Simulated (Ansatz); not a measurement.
# Calculations on C₂H₆BS

## 1. Relaxation

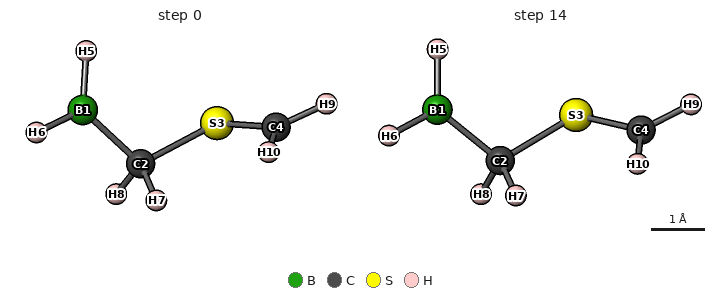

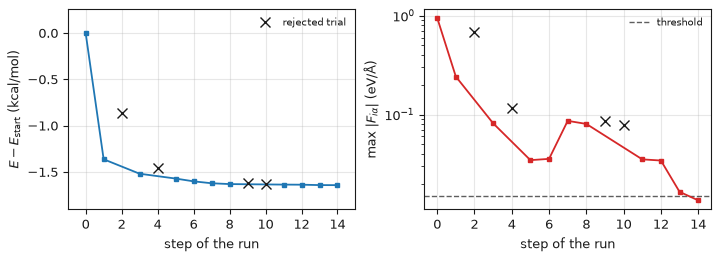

First and last geometry of a relaxation of C2H6BS (charge +1), with the history of the run. Style: ball-and-stick. Shown face on.

The run prepares an end point of a later path (torsion) calculation, from a guessed geometry.

Theory: Ansatz, RKS B3LYP-D4/def2-SVP. Set-up: no spin polarisation; force threshold 0.015 eV/Å; at most 40 steps.

Read the history and describe the run.

It converged. The largest move after the best rigid fit is that of H10, 0.30 Å. By element the largest moves are H 0.30 Å, S 0.20 Å, C 0.11 Å, B 0.11 Å. Among the contacts that change: B1–H5 1.163 → 1.200 Å, C4–H10 1.080 → 1.098 Å, C2–H8 1.094 → 1.110 Å, C2–S3 1.806 → 1.821 Å. Among the angles between lasting bonds that change: C2–S3–C4 105.1° → 107.4°. The energy falls by 1.64 kcal/mol in 10 accepted moves (14 points after the start). The largest force component goes from 0.95 to 0.014 eV/Å. The line search rejected the trial steps at points 2, 4, 9, 10 of the run. The run took of the order of 60 core-seconds on a shared host.

```
step  E − E(0), kcal/mol  largest force component, eV/Å      note
   0                0.00                         0.9496          
   1               -1.36                         0.2419          
   2               -0.86                         0.6864  rejected
   3               -1.52                         0.0816          
   4               -1.45                         0.1164  rejected
   5               -1.57                         0.0346          
   6               -1.60                         0.0356          
   7               -1.62                         0.0863          
   8               -1.63                         0.0804          
   9               -1.62                         0.0855  rejected
  10               -1.63                         0.0785  rejected
  11               -1.64                         0.0352          
  12               -1.64                         0.0343          
  13               -1.64                         0.0165          
  14               -1.64                         0.0136
```

## 2. Relaxation

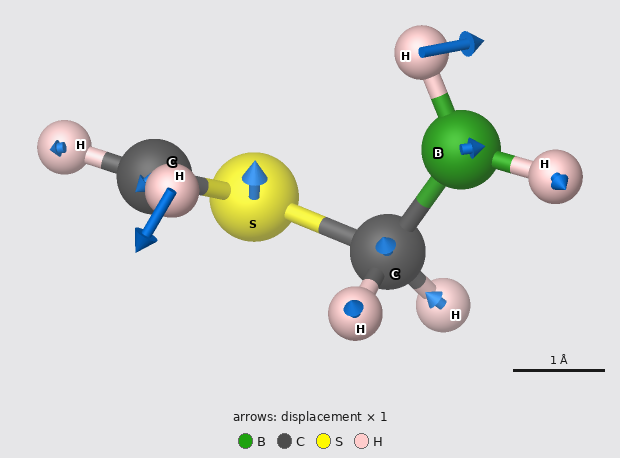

A relaxation of C$_{2}$H$_{6}$BS (charge +1). The starting structure is drawn; blue arrows show the displacements, at their true length. The two geometries are superimposed by the best rigid fit.

Style: ball-and-stick. Shown at a tilt.

The run prepares an end point of a later path (torsion) calculation, from a guessed geometry.

Level of theory: RKS B3LYP-D4/def2-SVP (Ansatz).

Input file:
```yaml
crystal:
  periodic: [false, false, false]
  atoms:
    - { symbol: B, position_ang: [-0.97381, 1.4405, 0.27453] }
    - { symbol: C, position_ang: [-0.60026, 0.15646, -0.56966] }
    - { symbol: S, position_ang: [1.17595, -0.13972, -0.70726] }
    - { symbol: C, position_ang: [1.69567, 0.92511, -1.80245] }
    - { symbol: H, position_ang: [-0.1608, 2.204, 0.605] }
    - { symbol: H, position_ang: [-2.09767, 1.58844, 0.534] }
    - { symbol: H, position_ang: [-1.10052, -0.7486, -0.22931] }
    - { symbol: H, position_ang: [-0.95491, 0.36168, -1.58386] }
    - { symbol: H, position_ang: [2.73795, 0.90899, -2.08728] }
    - { symbol: H, position_ang: [1.06516, 1.66422, -2.27481] }
total_charge: 1
basis:
  gaussian: { orbitals: def2-SVP }
hamiltonian:
  xc: b3lyp
  dispersion: d4
relax:
  f_tol: 0.015
  max_steps: 40
output:
  orbitals: {}
```

Command:
```bash
ansatz run input.yaml --threads 1 --pin off --max-ram 2048MiB --backend cpu --events-out ev --progress --plain --runs-dir out
```

### What happened in the run?

H5 moves most after the best rigid fit: 0.87 Å. Largest moves by element: H 0.87 Å, S 0.49 Å, B 0.28 Å, C 0.28 Å. Among the contacts that change: B1–H5 1.163 → 1.200 Å, C2–H7 1.089 → 1.110 Å, C4–H10 1.080 → 1.098 Å, C2–S3 1.806 → 1.821 Å. Bond angles that change, for instance: B1–C2–H8 105.4° → 114.5°, B1–C2–H7 113.6° → 105.6°, S3–C2–H7 109.8° → 105.4°. Groups turn about C2–S3 by about 35°, B1–C2 by about 25°. After 22 accepted moves (27 points after the start) the energy has fallen by 12.6 kJ/mol. Largest force component: 0.94 eV/Å at the start, 0.012 eV/Å at the end. The line search rejected the trial steps at points 3, 5, 16, 23, 26 of the run.

## 3. Path

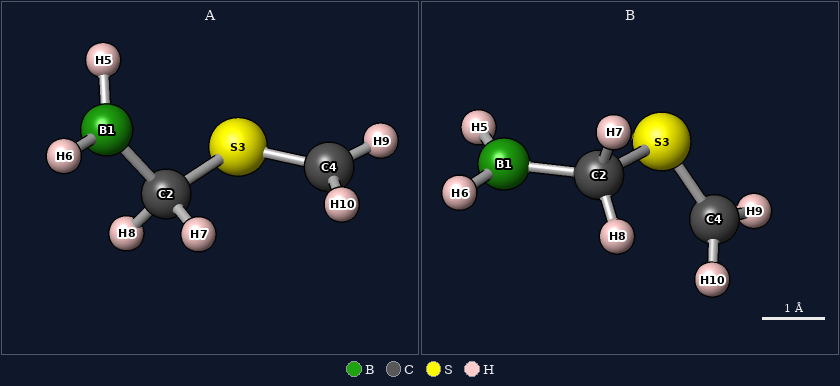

The two relaxed end points of a path for C$_{2}$H$_{6}$BS (charge +1). The picture is a ball-and-stick view, seen at a tilt.

Theory: RKS B3LYP-D4/def2-SVP in Ansatz 0.2.0.

Set-up: 5 movable images; climbing image; force threshold 0.05 eV/Å; iteration limit 58.

Start:
```xyz
10

B    -1.0266    1.5292    0.2358
C    -0.6012    0.1738   -0.4688
S     1.2025   -0.0697   -0.5155
C     1.5266   -1.4366    0.2836
H    -0.2217    2.3703    0.5287
H    -2.2021    1.6762    0.4223
H    -1.1023   -0.7235   -0.0724
H    -0.9120    0.2805   -1.5288
H     2.5826   -1.7173    0.3947
H     0.7540   -2.0828    0.7203
```

End:
```xyz
10

B    -0.9505    1.5966    0.0050
C    -0.7792    0.0212    0.0637
S     0.7034   -0.4991    0.9840
C     1.6325   -1.3468   -0.0315
H    -0.2655    2.3318    0.6610
H    -1.8281    2.0018   -0.7046
H    -1.6398   -0.3498    0.6584
H    -0.8215   -0.4798   -0.9165
H     2.5985   -1.7039    0.3488
H     1.3502   -1.5721   -1.0683
```

**What barrier does the band find between them, and by what path?**

The two ends have the same energy, and the highest point, image 3, lies 3.73 kJ/mol above the start. The motion is a rotation about the C2–S3 bond by about 130°. No bond forms or breaks between the ends. Among the angles between lasting bonds that change up to the highest image: B1–C2–H8 105.5° → 109.6°, B1–C2–H7 114.5° → 111.3°. The band converged in 10 iterations. The largest component of the band force went from 6.3 to 0.042 eV/Å. The climbing image converged on the top of the path. Its vibrational analysis gives one imaginary mode (68i cm⁻¹), as a transition state must have.

Energies of the converged images:

| image | path (Å) | E (kJ/mol) |
| --- | --- | --- |
| 0 | 0.00 | 0.00 |
| 1 | 0.61 | 0.82 |
| 2 | 1.22 | 2.68 |
| 3 | 1.82 | 3.73 |
| 4 | 2.44 | 2.81 |
| 5 | 3.06 | 0.90 |
| 6 | 3.68 | 0.00 |

The geometry at the top of the path:

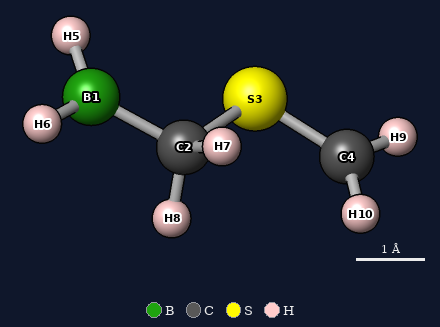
